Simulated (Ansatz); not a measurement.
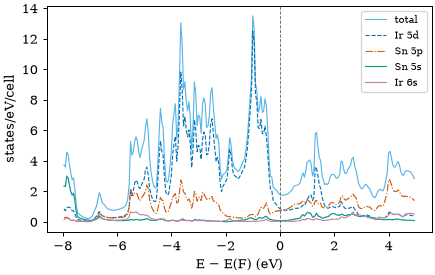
*Total and projected density of states of SnIr in space group P6/mmm (No. 191; Ir on 3f, Sn on 2d, Sn on 1a), PBE in the plane-wave PAW code Ansatz*

Question: Which orbitals carry the states next to the Fermi level?

Answer: Within 0.5 eV of the Fermi level: Ir 5d 59 %, Sn 5p 31 %, Sn 5s 5 %. Projections are on Löwdin-orthogonalised atomic valence shells; empty p or d shells of many metals are not among them.

Question: Where is the tallest occupied peak in this window, and what makes it?

Answer: Near -1.0 eV, about 14 states/eV per cell; the largest projected share is Ir 5d.

The start of the workflow was typed in or built on a structure type; neither database checked (COD, Materials Project) lists it. COD files the formula under space group No. 194. Whether it is the stable phase at ambient conditions was not checked. The PBE relaxation kept the symmetry of its start; its stability against distortions is not shown here. The run is not spin-polarised. Scalar-relativistic: spin–orbit coupling is off unless named, which matters more the heavier the elements.

Potentials: the earlier of the program's two PAW sets.
